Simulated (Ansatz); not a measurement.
Cl6Sm (charge −3, sextet)

```tsv
atom	x (Å)	y (Å)	z (Å)
Sm	0.0000	0.0000	0.0000
Cl	-0.0210	-0.0030	2.7852
Cl	0.0209	0.0032	-2.7852
Cl	2.8048	0.0099	0.0211
Cl	-2.8048	-0.0101	-0.0211
Cl	-0.0099	2.7852	0.0029
Cl	0.0099	-2.7852	-0.0029
```

Geometry: PBE-D4/def2-SVP; the highest occupied orbital lies above zero, a sign that basis and functional describe the outermost electron poorly.

All numbers below come from UKS PBE0-D4/def2-TZVP (Ansatz).

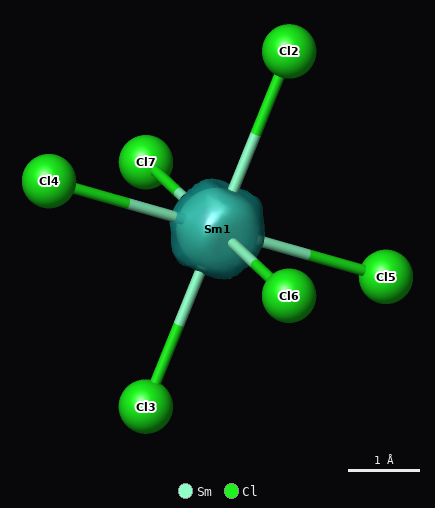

Figure 1. Isosurface of the spin density at +0.6 e/Å³ (teal), seen at a tilt.

> Which atoms carry the spin?

The unpaired spin (5 electrons) lies mostly on Sm1 (about 5.0), in electrons by Hirshfeld's partition.

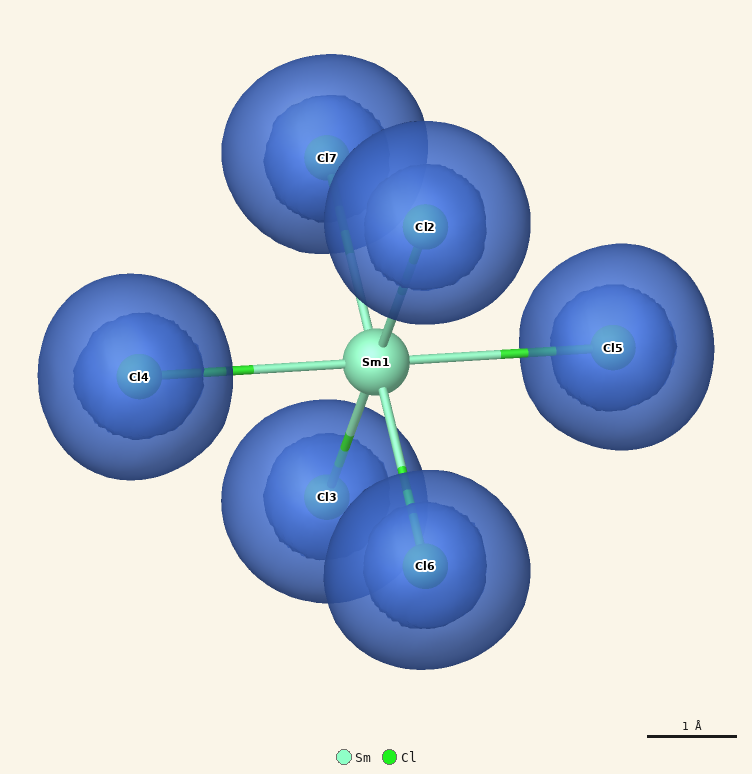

Figure 2. Isosurface of the electron localisation function at 0.8 (blue), seen at an oblique angle. Core shells and regions of very low density are left out.

> Describe the localisation domains.

At this value the surface marks out six regions wrapped around Cl (the valence shell of each). Profiles from the grid: Sm–Cl (2.79 Å): the ELF peaks at about 0.85 in the valence shell of Cl, 0.9 Å from its nucleus, and is about 0.20 at the midpoint.

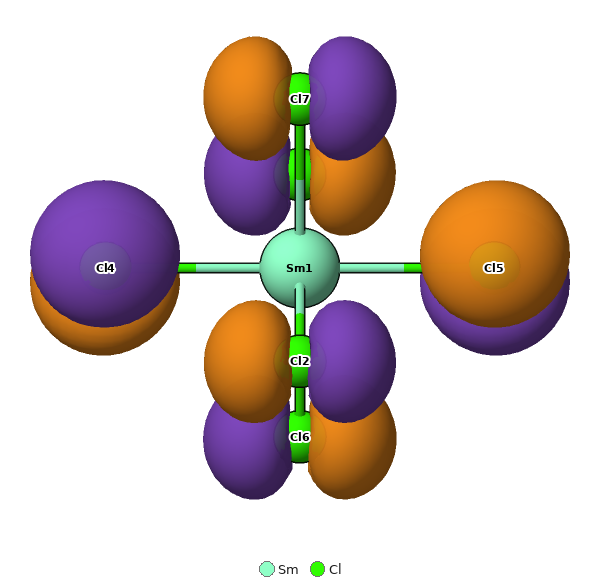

Figure 3. The HOMO (α) at ±0.08 Å⁻³ᐟ² (orange and purple are the two phases), seen from one side.

> Describe this orbital and give its energy.

It lies mainly on Cl4 (about 25 %), Cl5 (about 25 %), Cl2 (about 10 %), Cl3 (about 10 %), Cl6 (about 10 %) and Cl7 (about 10 %); it is gerade (even under inversion); largely a combination of lone pairs on Cl4, Cl5, Cl2, Cl3, Cl6 and Cl7. It is one of a degenerate set, so its orientation is arbitrary. Its energy is 3.17 eV.
